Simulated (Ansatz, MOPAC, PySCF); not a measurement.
Bond stretch in MgH, doublet.

Levels: UKS-B3LYP/6-311+G** = unrestricted B3LYP/6-311+G**, spherical d (PySCF); PM3, unrestricted, heats of formation (MOPAC); FCI = full CI/aug-cc-pVTZ, frozen core (Ansatz, a first-principles code).

Energies are in kJ/mol, each relative to the lowest point of its own curve near equilibrium.

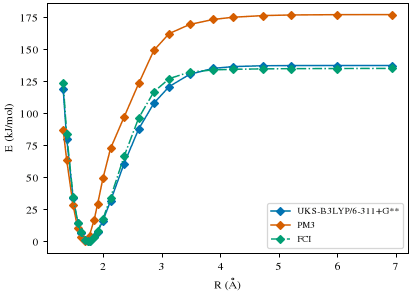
Figure. Energy against bond length for each method.

```csv
R / Å,UKS-B3LYP/6-311+G**,PM3,FCI
1.32,118.9,87.1,123.9
1.38,80.3,63.7,83.6
1.49,33.6,28.1,34.9
1.57,14.3,10.2,14.8
1.62,6.9,3.3,7.1
1.70,0.8,0.0,0.8
1.74,0.0,1.8,0.0
1.77,0.1,4.6,0.2
1.85,3.2,17.0,3.5
1.91,7.5,29.6,8.2
2.00,16.3,49.3,17.6
2.13,31.7,72.6,34.3
2.36,60.7,97.0,66.3
2.61,87.8,123.3,96.4
2.87,107.9,149.2,116.8
3.13,120.8,162.2,127.0
3.48,130.4,169.3,132.2
3.88,135.1,173.2,133.9
4.22,136.5,175.0,134.4
4.74,137.1,176.3,134.7
5.22,137.3,176.8,134.8
6.00,137.3,177.0,135.0
6.93,137.3,177.1,135.0
```

At the longest distance, 6.93 Å, PM3 lies highest above its minimum (177.1 kJ/mol) and FCI lowest (135.0 kJ/mol).
